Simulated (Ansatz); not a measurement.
## Electronic structure of Al$_{2}$FH$_{5}$OSi in real space

Input

```
crystal:
  periodic: [false, false, false]
  atoms:
    - {symbol: Al, position_ang: [3.501605, 1.276142, -0.157985]}
    - {symbol: Al, position_ang: [1.398671, -0.226979, 2.036668]}
    - {symbol: F, position_ang: [3.683248, 0.550139, -1.642588]}
    - {symbol: O, position_ang: [2.471495, 0.559192, 0.969856]}
    - {symbol: Si, position_ang: [-0.975998, 0.373795, 1.974061]}
    - {symbol: H, position_ang: [4.293783, 2.598410, 0.127988]}
    - {symbol: H, position_ang: [2.018492, -1.303006, 3.027107]}
    - {symbol: H, position_ang: [-1.426281, 0.911472, 3.300079]}
    - {symbol: H, position_ang: [-1.270908, 1.412268, 0.935428]}
    - {symbol: H, position_ang: [-1.825475, -0.826193, 1.678062]}
basis:
  gaussian: {orbitals: def2-TZVPD}
magnetization: {spin_polarized: false, initial_magnetization: 0}
hamiltonian: {xc: pbe0}
output: {forces: true, orbitals: {seedname: orbitals}}
```

Command:

```sh
ansatz run input.yaml --threads 2 --pin off --max-ram 4350MiB --events-out events.jsonl --progress --plain --runs-dir runs
```

Geometry: PBE0-D3(BJ)/def2-SVP.

Level of theory: Ansatz 0.2.0, isolated molecule in a Gaussian basis; Kohn-Sham density functional theory, functional PBE0.

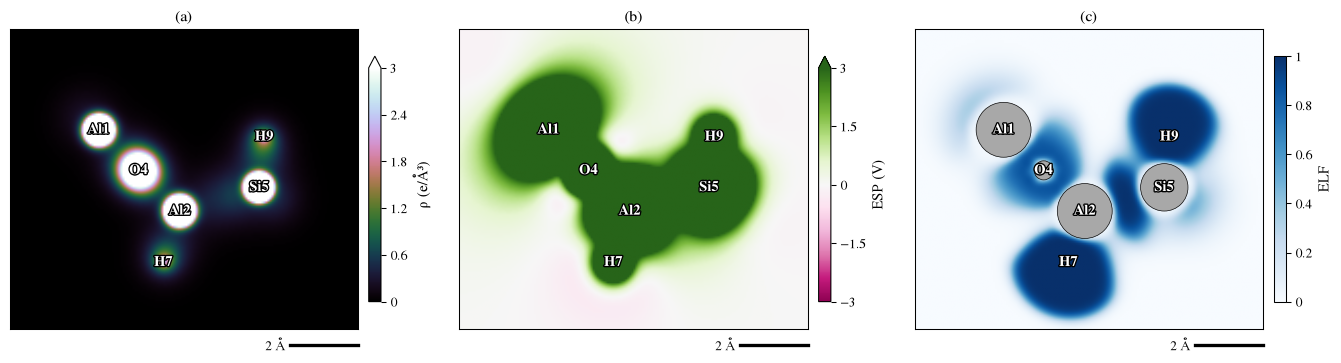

Figure 1. (a) total electron density; (b) molecular electrostatic potential; (c) electron localisation function on the plane of atoms O4, Al2 and H7. Grey discs cover the atomic cores in the ELF map.

Q: What do the fields say about this system?

A:
- The plane passes through Al, O, Si and H nuclei.
- Al–O (1.69 Å): the density is about 0.91 e/Å³ at the midpoint; the ELF peaks at about 0.85 in the valence shell of O, 0.6 Å from its nucleus, and is about 0.45 at the midpoint.
- Al–Si (2.45 Å): the density is about 0.51 e/Å³ at the midpoint; the ELF peaks at about 1 between the atoms (localised, covalent bonding).
- Si–H (1.50 Å): ρ at the midpoint is about 0.78 e/Å³; the ELF climbs to about 1 towards the hydrogen, as it does in any bond to H.
- Al–H (1.59 Å): ρ is about 0.55 e/Å³ halfway; the ELF climbs to about 1 towards the hydrogen.
- The ELF also peaks beside O4, away from the bonds: lone-pair regions.
- Outside the dense part of the molecule the potential is most negative (−0.3 V) near H7.

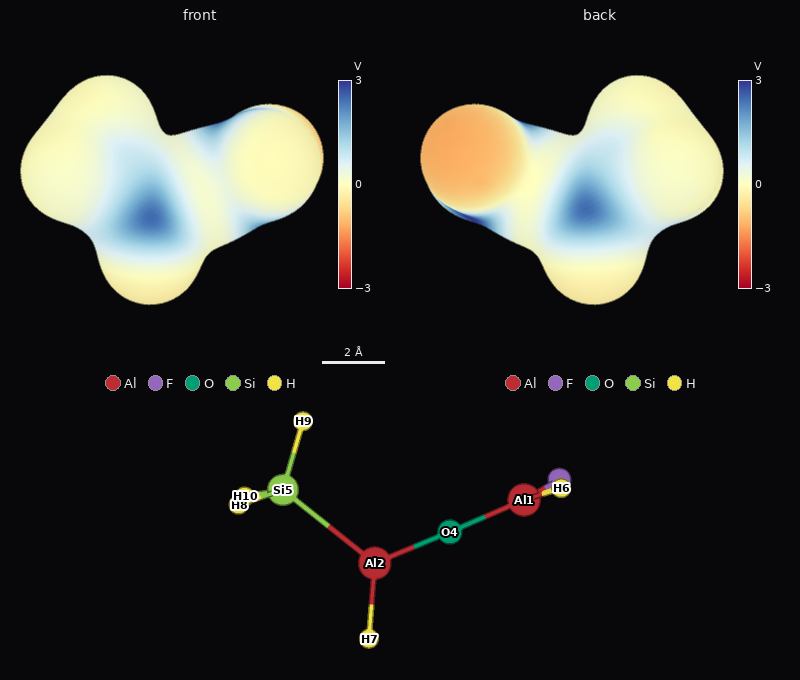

Figure 2. The molecular electrostatic potential painted on the density surface at 0.001 e/bohr³, seen from the front and from behind; the colour scale runs from red (negative) to blue (positive). The bare structure is drawn below in the same view.

Q: Which sites attract a positive test charge, and which a negative one?

A: A positive charge is drawn to the negative regions and a negative charge to the positive ones. The most negative region (about −1.2 V) lies over F3, the most positive (about +2.8 V) over Al1.

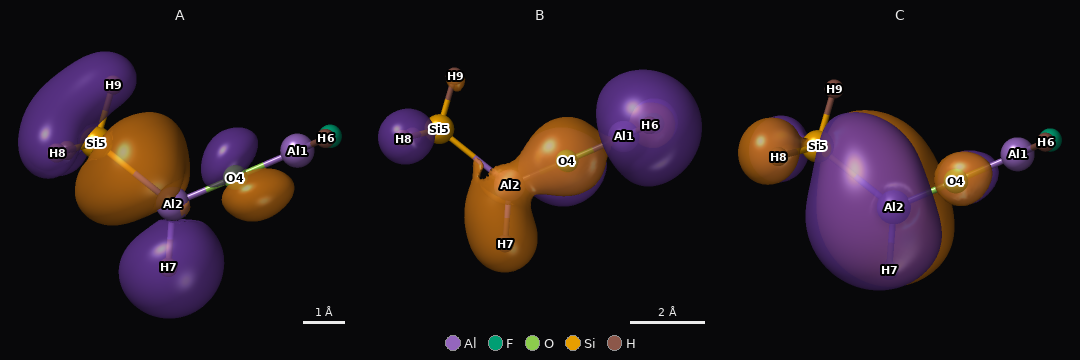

Figure 3. Three frontier orbitals at ±0.06 Å⁻³ᐟ² (orange and purple are the two phases), in no order.

Q: Which picture is the HOMO−1, the HOMO and the LUMO?

A: B is the HOMO−1 (−9.39 eV). By Hirshfeld shares it lies mainly on O4 (about 30 %), H6 (about 30 %), Al1 (about 20 %) and Al2 (about 10 %). A is the HOMO (−7.61 eV). Its weight (Hirshfeld) is mainly on Si5 (about 35 %), Al2 (about 25 %), H7 (about 15 %) and O4 (about 5 %). C is the LUMO (−1.60 eV). Its weight (Hirshfeld) is mainly on Al2 (about 65 %) and Si5 (about 20 %).

Q: What is the HOMO–LUMO gap?

A: 6.01 eV between the orbital energies.

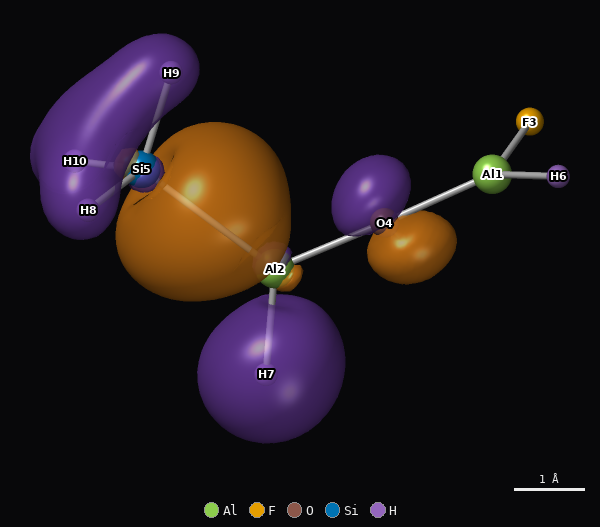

Figure 4. The HOMO at ±0.1 Å⁻³ᐟ² (orange and purple are the two phases), seen at a tilt.

Q: Where does this orbital lie, and at what energy?

A: Its weight (Hirshfeld) is mainly on Si5 (about 35 %), Al2 (about 25 %), H7 (about 15 %) and O4 (about 5 %). Its energy is −7.61 eV.
